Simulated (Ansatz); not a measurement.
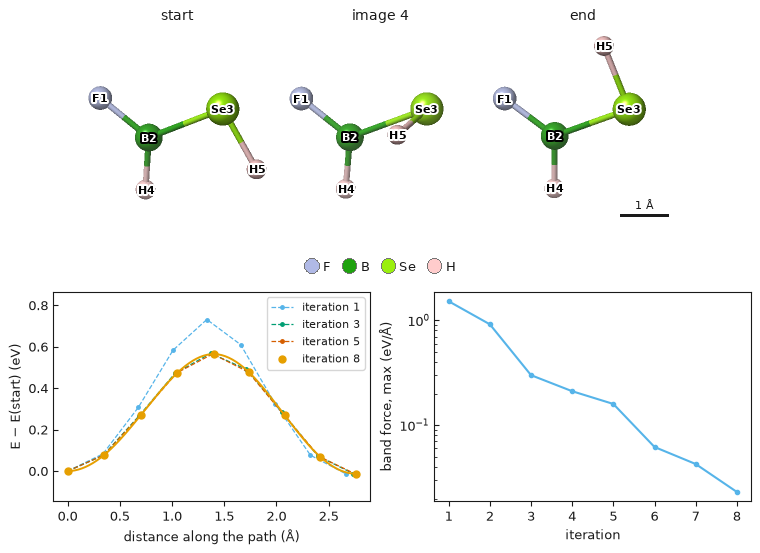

NEB run on BH₂SeF. Images are numbered from 0 (start) to 8 (end). The plot follows the band through its iterations. A ball-and-stick model, seen at a tilt.

Method: RKS PBE-D4/def2-SVP (Ansatz 0.2.0).

The input:
```yaml
crystal:
  periodic: [false, false, false]
  atoms:
    - { symbol: F, position_ang: [-0.289851, -1.63645, 0.837341] }
    - { symbol: B, position_ang: [-0.274576, -0.533142, 0.090033] }
    - { symbol: Se, position_ang: [1.104545, 0.792059, 0.443186] }
    - { symbol: H, position_ang: [-1.111728, -0.387251, -0.778602] }
    - { symbol: H, position_ang: [0.621511, 1.691184, -0.633358] }
basis:
  gaussian: { orbitals: def2-SVP }
hamiltonian:
  xc: pbe
  dispersion: d4
neb:
  order_check: false
  images: 7
  f_tol: 0.03
  max_iterations: 60
  initial_path: linear
  final_atoms:
    - { symbol: F, position_ang: [0.04133431, -1.23401611, 0.85601804] }
    - { symbol: B, position_ang: [-0.43104647, -0.44808145, -0.11141345] }
    - { symbol: Se, position_ang: [0.39145268, 1.25762642, -0.53475763] }
    - { symbol: H, position_ang: [-1.40255166, -0.79671257, -0.75398781] }
    - { symbol: H, position_ang: [1.45071214, 1.14758371, 0.50274085] }
```

Launched with:
```bash
ansatz run input.yaml --threads 1 --pin off --max-ram 2048MiB --backend cpu --events-out ev --progress --plain --runs-dir out
```

Q: Did the band converge, and can the barrier be trusted?

A: The run is converged, with reservations. The band converged in 8 iterations. The largest component of the band force went from 1.5 to 0.023 eV/Å. The climbing image converged on the top of the path. Its curvatures weren't checked. The straight starting path can push atoms close together and costs iterations. The first iteration put the highest image at 0.73 eV. The highest point, image 4, lies 0.57 eV above the start and 0.58 eV above the end; the end is at −0.01 eV relative to the start.
